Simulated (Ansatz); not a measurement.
```xyz
8

Zr   -0.7132   -0.0691   -0.1264
F    -0.4019    0.8642    2.1104
F     0.8542   -0.8332    0.6926
F    -0.5202    1.7654   -0.5946
F    -0.8063   -0.9595   -1.7978
S    -2.8907   -0.7202    0.8926
H    -3.3188   -1.4026   -0.1769
H     0.3275    0.4822    2.5044
```

Core potentials replace the inner electrons of Zr.

Theory: Ansatz 0.2.0, RHF/def2-SVP.

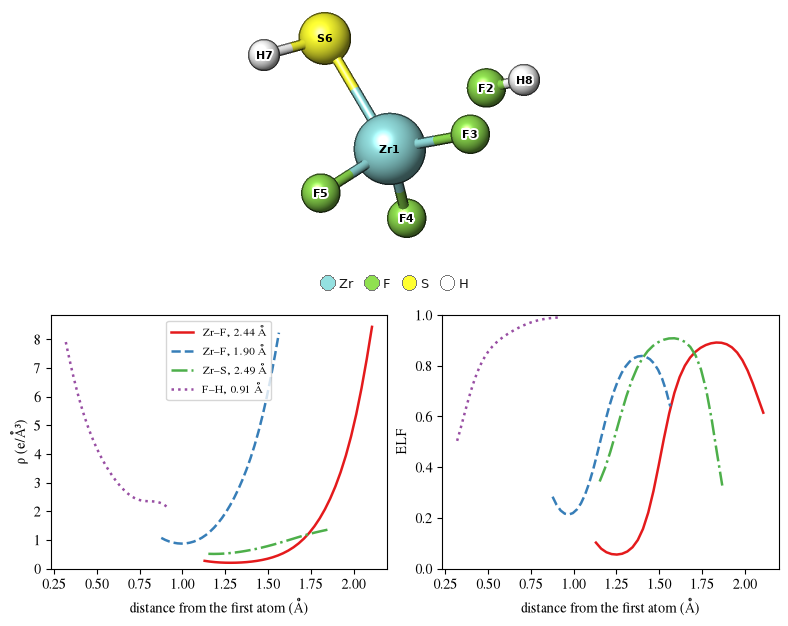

F3HSZr···HF. Electron density and electron localisation function along straight lines between neighbouring atoms. The curves leave out the atomic cores. The structure is drawn too.

Q: What can be read from the curves?

A: Zr1···F2 (2.44 Å): the density falls to about 0.2 e/Å³ on the way; the ELF dips to about 0.05 between them.
Zr–F (1.90 Å): ρ is about 0.91 e/Å³ halfway; the ELF peaks at about 0.85 in the valence shell of F, 0.5 Å from its nucleus, and drops to about 0.20 between the two atoms.
Zr–S (2.49 Å): the density is about 0.53 e/Å³ at the midpoint; the ELF peaks at about 0.90 in the valence shell of S, 0.9 Å from its nucleus, and is about 0.55 at the midpoint.
F–H (0.91 Å): ρ is about 4.8 e/Å³ halfway; the ELF climbs to about 1 towards the hydrogen, as it does in any bond to H (a covalent bond by its length).
